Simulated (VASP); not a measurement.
Here is the system:

```
La
1.0
    1.79204    -3.10391     0.00000
    1.79204     3.10391     0.00000
    0.00000     0.00000    11.52481
La
4
Direct
  0.00000   0.00000   0.50000
  0.00000   0.00000   0.00000
  0.33333   0.66667   0.25000
  0.66667   0.33333   0.75000
```

Method: LDA (Ceperley-Alder, Perdew-Zunger), VASP's LDA PAW potentials (set 64) (plane waves; VASP). Numerical set-up: 520 eV cut-off, 11×11×3 Γ-centred mesh, tetrahedra with Blöchl corrections, potentials La.

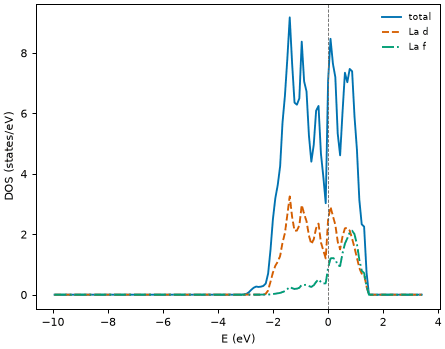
Fig. 1. Total and projected density of states, zero at the Fermi level

Within 2 eV below the Fermi level the largest weight inside VASP's projection spheres is La d.

It has no gap at this level: it comes out as a metal or semimetal.

The compound is La in the dhcp structure. It was relaxed first, which changed the volume by -14 %.
